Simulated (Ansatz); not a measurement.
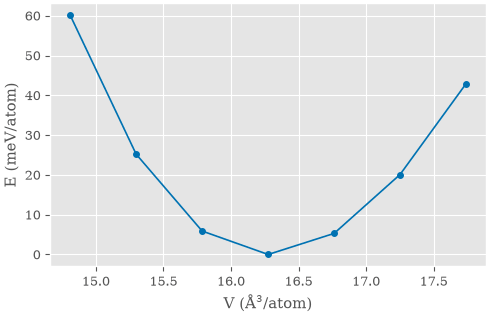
Figure. AlPd (rock salt, Fm-3m) under volume change, plane-wave PAW PBEsol (Ansatz code), scaled uniformly.

Task: What does a third-order Birch–Murnaghan fit give for V₀, B₀ and B′?

Result: V₀ = 16.27 Å³/atom, B₀ = 122 GPa, B′ = 4.6.

The start of the workflow was typed in or built on a structure type; neither database checked (COD, Materials Project) lists it. Whether it is the stable phase at ambient conditions was not checked. The PBEsol relaxation kept the symmetry of its start. At this level the phase is mechanically unstable. No spin polarisation was allowed.

Potentials: the later of the program's two PAW sets.
